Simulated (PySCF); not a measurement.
```xyz
5

Ge    0.0121   -0.0006    0.0871
H     0.2182   -0.0157    1.5899
F     1.4928    0.0181   -0.7735
F    -0.8706    1.3700   -0.4378
F    -0.8525   -1.3718   -0.4657
```

Geometry: PBE0-D3(BJ)/def2-SVP.

Computed with PBE0/def2-SVPD, SCF density, gas phase in PySCF.

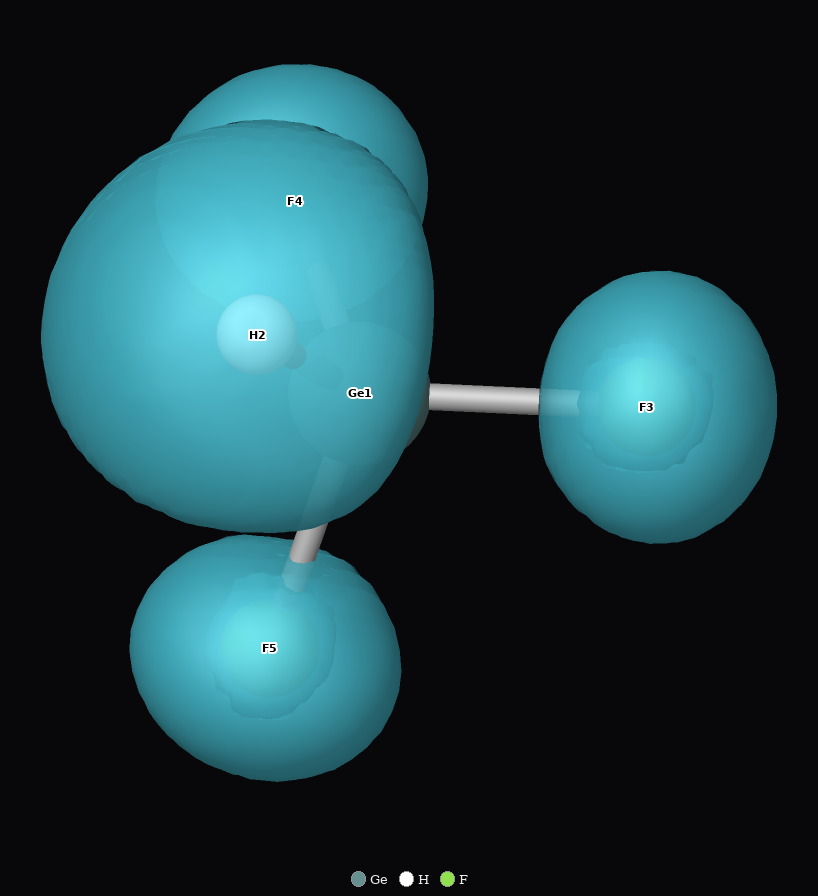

F3GeH (SMILES [H][Ge]([F])([F])[F]). Isosurface of the electron localisation function at 0.75 (cyan), seen at a tilt. Core shells and regions of very low density are left out.

> Where are the electrons localised?

The surface consists of one region around a hydrogen nucleus and three regions wrapped around F (the valence shell of each). Profiles from the grid: Ge–F (1.71 Å): the ELF peaks at about 0.80 in the valence shell of F, 0.5 Å from its nucleus, and is about 0.25 at the midpoint. Ge–H (1.52 Å): the ELF climbs to about 1 towards the hydrogen.
